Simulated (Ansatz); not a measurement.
## Fields on a plane of ZrO2 (fluorite)

```
ZrO2
1.0
    0.00000     2.55794     2.55794
    2.55794     0.00000     2.55794
    2.55794     2.55794     0.00000
Zr O
1 2
Direct
  0.00000   0.00000   0.00000
  0.25000   0.25000   0.25000
  0.75000   0.75000   0.75000
```

The slice is a {100} plane (indices of the conventional cell) through the point (0.750, 0.750, 0.750) (fractional), spanned by u = [100] and v = [0 1 -1] in vectors of this cell: u (3.62 Å) and v (3.62 Å, at 90° to u). It covers one period; positions are fractions (u, v).

Atoms on it: O at (0.50, 0.50); O at (0.00, 0.00).

Method: PBE (plane waves to 420 eV, PAW, scalar-relativistic; Ansatz, a first-principles code). k mesh 11×11×11. These are valence fields of a PAW run, semicore shells included where kept as valence: close to a nucleus they are smooth pseudo fields. The PAW data are Ansatz's earlier set. This is a high-temperature form of ZrO2. ZrO2 is run without spin polarisation. ZrO2 was relaxed with its symmetry unable to fall.

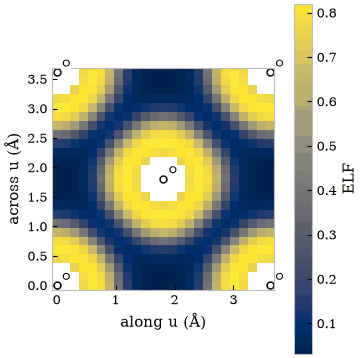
*Electron localisation function (ELF), one period of the plane, atoms marked. Points within 0.4 Å of a nucleus are left white, as the pseudised field means little there.*

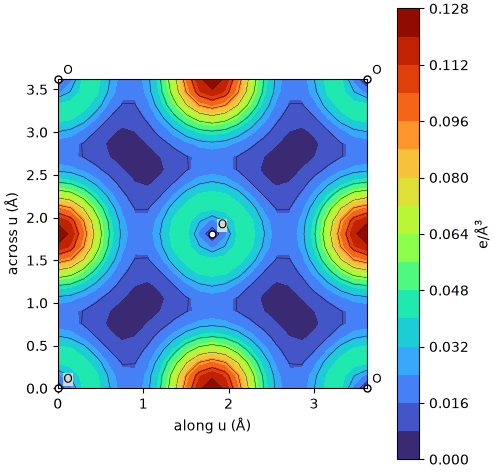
*Density of the lowest conduction band (whole band as if filled, smooth part) in e/Å³, one period of the plane, atoms marked. *
